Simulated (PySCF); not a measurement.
# C₄H₁₁Si (doublet): what the fields show

Input

```
{"job": {"kind": "epr", "basis": "pcH-1"}, "charge": 0, "multiplicity": 2}
C      1.844539     0.079627     0.525187
C      1.240391    -0.249361    -0.838473
Si    -0.674602    -0.187232    -0.821736
C     -1.393518    -1.462410     0.402728
C     -1.302675     1.554795    -0.360573
H      1.507492    -0.630054     1.278166
H      1.559213     1.080589     0.842835
H      2.932518     0.036595     0.484082
H      1.577945    -1.240581    -1.145004
H      1.629422     0.453910    -1.576327
H     -2.478556    -1.474084     0.365430
H     -1.045285    -2.467949     0.187094
H     -1.104380    -1.223611     1.425416
H     -1.007223     1.816878     0.654567
H     -0.906768     2.315256    -1.026730
H     -2.386111     1.606576    -0.408072
```

Command:

```sh
OMP_NUM_THREADS=1 python probes_run.py task.json out
```

Geometry: GFN2-xTB.

The calculation used UKS B3LYP, pcH-1 on C H Si, non-relativistic, mean-field spin-orbit, GIAO (PySCF).

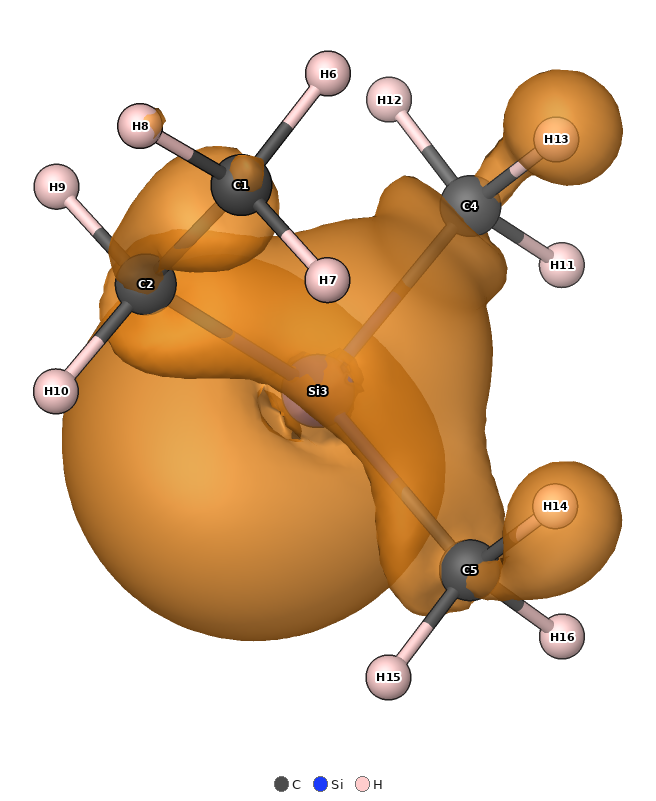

Figure 1. Isosurface of the spin density at +0.015 e/Å³ (orange), seen at an oblique angle.

Which atoms carry the spin?

The unpaired spin (1 electron) lies mostly on Si3 (about 0.7), in electrons by Hirshfeld's partition.

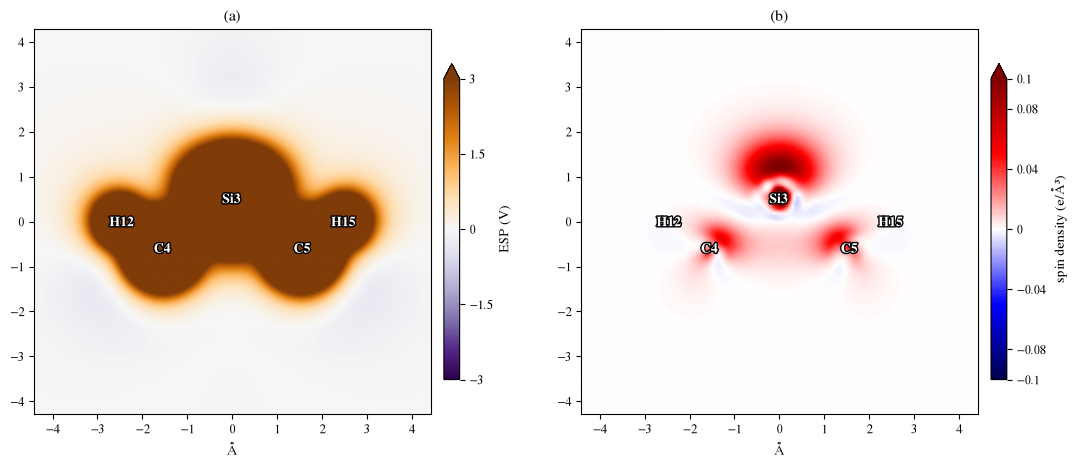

Figure 2. (a) molecular electrostatic potential; (b) spin density (α minus β) on the plane of atoms C4, Si3 and C5.

Read the bonding off the picture.

- The plane passes through Si, C and H nuclei.
- The potential has no marked negative region in this plane.

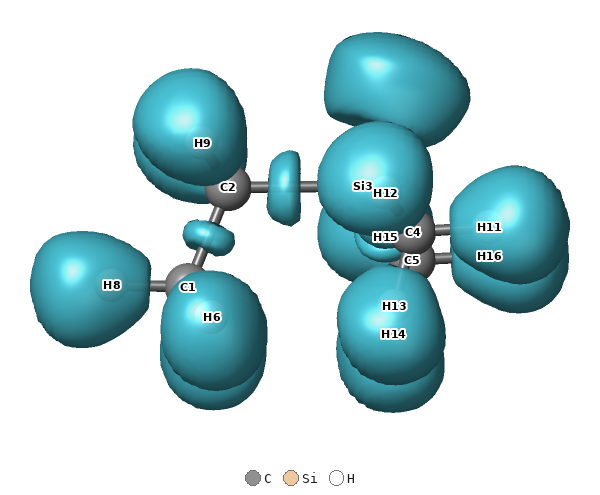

Figure 3. Isosurface of the ELF at 0.85 (cyan), seen from one side. Core shells and regions of very low density are left out.

What do the ELF domains correspond to?

The surface consists of one region between bonded C–C atoms (shared pairs), three regions between bonded C–Si atoms (shared pairs), eleven regions around hydrogen nuclei and one lobe on Si, pointing away from the bonds (non-bonding electrons). Along the contacts the grid gives the following. C–C (1.53 Å): the ELF peaks at about 0.95 between the atoms, as expected for a covalent bond. C–Si (1.91 Å): the ELF peaks at about 0.95 between the atoms, as expected for localised, covalent bonding.
